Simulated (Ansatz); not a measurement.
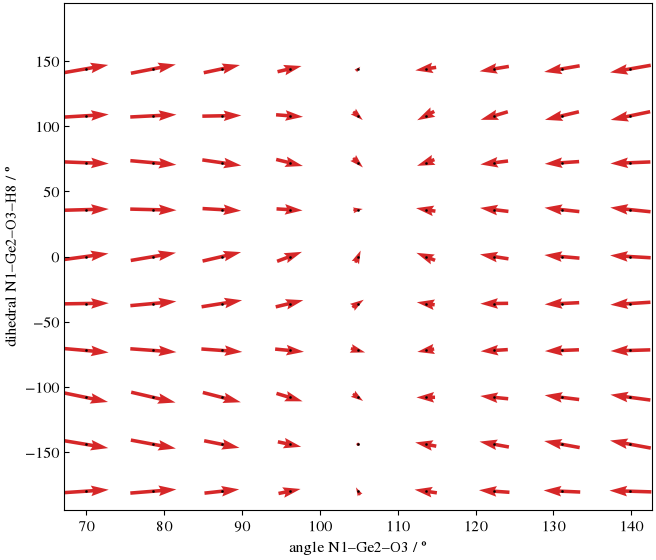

GeH₅NO, SMILES [NH2][GeH2][OH]. The first coordinate is: angle N1–Ge2–O3; the second: dihedral N1–Ge2–O3–H8. Nothing is relaxed (all other coordinates rigid). The scan uses a 9 × 10 grid. Points are written as (first, second). These are results of Ansatz, RKS PBE0-D4/def2-TZVP, not measurements.

In the figure: dots at the grid points, arrows along the force (downhill), their lengths compressed.

The arrows alone are given. Where are the wells?

Answer. The arrows converge at about (107°, 40°); (104.9°, −144°) (5 kJ/mol up) (read from the interpolated surface).

The energy map of the same scan:

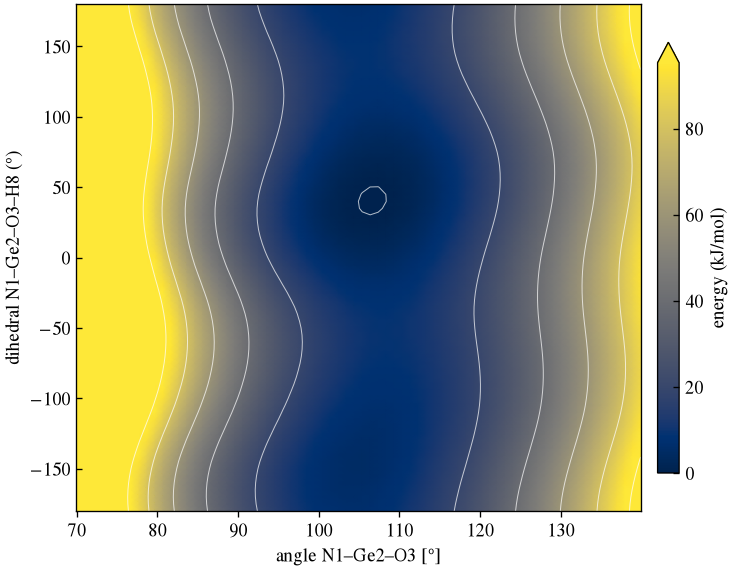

Energies are in kJ/mol, from the lowest grid point; between grid points the surface is interpolated.
